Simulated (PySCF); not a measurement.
C$_{6}$H$_{14}$AlB (SMILES CB(C)[C@H]1CC[CH2][AlH]1)

```xyz
22

C     2.7177    0.3198    0.7688
B     1.5176    0.0595   -0.2375
C     1.7203   -0.8106   -1.5491
C     0.1341    0.6012    0.1674
C    -1.0499    0.6279   -0.8151
C    -2.4027    0.6305   -0.0778
C    -2.5527   -0.6239    0.8153
Al   -0.6903   -0.6372    1.5369
H     3.6486   -0.1706    0.4942
H     2.9319    1.3811    0.8861
H     2.4320   -0.0450    1.7607
H     0.9596   -1.5872   -1.6342
H     1.6226   -0.1907   -2.4402
H     2.6914   -1.2972   -1.6024
H     0.2012    1.5731    0.6835
H    -0.9932    1.5073   -1.4630
H    -1.0104   -0.2550   -1.4566
H    -3.2144    0.6956   -0.8083
H    -2.4518    1.5276    0.5489
H    -2.8026   -1.4830    0.1774
H    -3.4057   -0.5004    1.4913
H    -0.0138   -1.3036    2.7527
```

Geometry: GFN2-xTB.

Level of theory: PySCF, PBE0/pcSseg-1, SCF density, gas phase, non-relativistic.

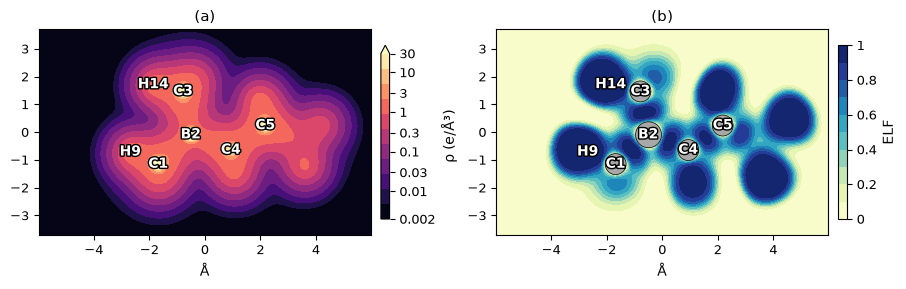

Figure 1. (a) electron density; (b) ELF on the plane of atoms B2, C1 and H9. Grey discs cover the atomic cores in the ELF map.

Describe what can be read from this map.

Atoms in the plane: C, B and H.
C–C (1.54 Å): ρ at the midpoint is about 1.6 e/Å³; the ELF peaks at about 0.95 between the atoms (a shared electron pair).
C–B (1.54 Å): ρ is about 1.4 e/Å³ halfway; the ELF peaks at about 0.95 between the atoms (localised, covalent bonding).
C–H (1.09 Å): ρ is about 1.9 e/Å³ halfway; the ELF climbs to about 1 towards the hydrogen, as it does in any bond to H; a covalent bond by its length.
C–B (1.59 Å): the density is about 1.4 e/Å³ at the midpoint; the ELF peaks at about 1 between the atoms; a covalent bond.

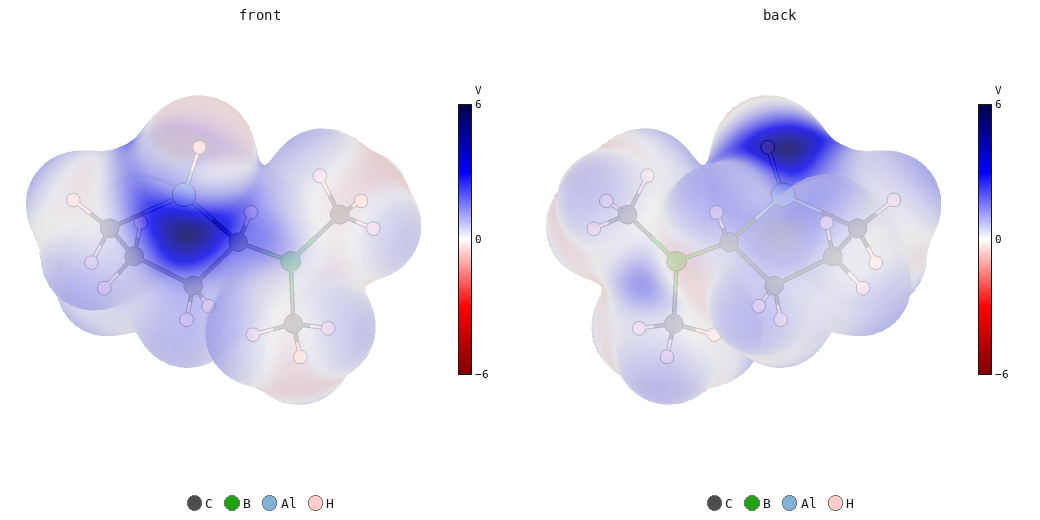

Figure 2. The electrostatic potential painted on the density surface at 0.004 e/bohr³, seen from the front and from behind; red is negative and blue positive.

Which sites attract a positive test charge, and which a negative one?

A positive charge is drawn to the negative regions and a negative charge to the positive ones. The most negative region (about −0.4 V) lies over C1 and C4, the most positive (about +5.1 V) over Al8.

How polar is the molecule by this calculation?

Its dipole moment is 1.01 D.
